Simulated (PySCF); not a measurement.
# CCaP (SMILES P#[C][Ca]) (doublet): what the fields show

```xyz
3

C    -2.7226   -0.1180    0.8638
Ca   -2.8604   -1.1770   -1.1885
P    -2.6300    0.6011    2.2549
```

Geometry: PBE0-D4/def2-SVP.

These are results of PySCF, Gaussian-basis quantum chemistry of an isolated molecule with PySCF, energy and nuclear gradient, functional PBE0, not measurements.

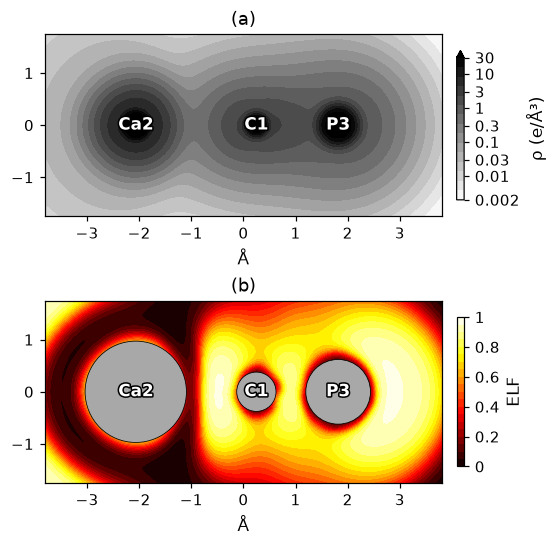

Figure 1. (a) total electron density; (b) electron localisation function on a plane that holds the molecular axis. Grey discs cover the atomic cores in the ELF map.

**What do the fields say about this system?**

- The section cuts through C, Ca and P sites.
- C–P (1.57 Å): the density is about 1.7 e/Å³ at the midpoint; the ELF peaks at about 0.90 between the atoms: a covalent bond.
- C–Ca (2.31 Å): ρ at the midpoint is about 0.4 e/Å³; the ELF peaks at about 0.95 in the valence shell of C, 0.7 Å from its nucleus, and is about 0.25 at the midpoint.
- The ELF also peaks beside P3, away from the bonds: non-bonding electrons, paired or unpaired.

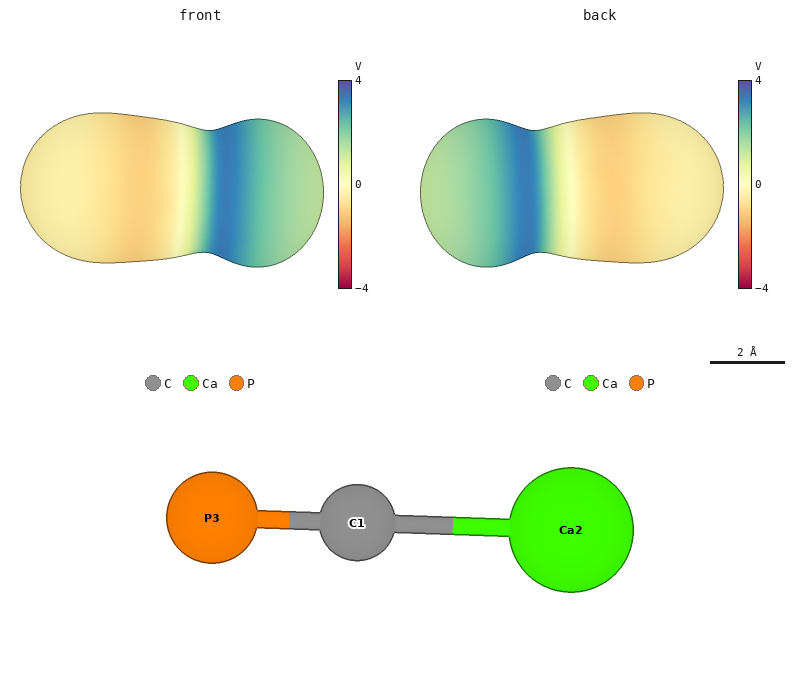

Figure 2. The electrostatic potential painted on the density surface at 0.002 e/bohr³, seen from the front and from behind; the colour scale runs from red (negative) to blue (positive). The bare structure is drawn below in the same view.

**Where is the surface potential most negative and most positive?**

The most negative region (about −1.0 V) lies over C1 and P3, the most positive (about +3.4 V) over Ca2.

**How polar is the molecule by this calculation?**

Its dipole moment is 3.40 D.
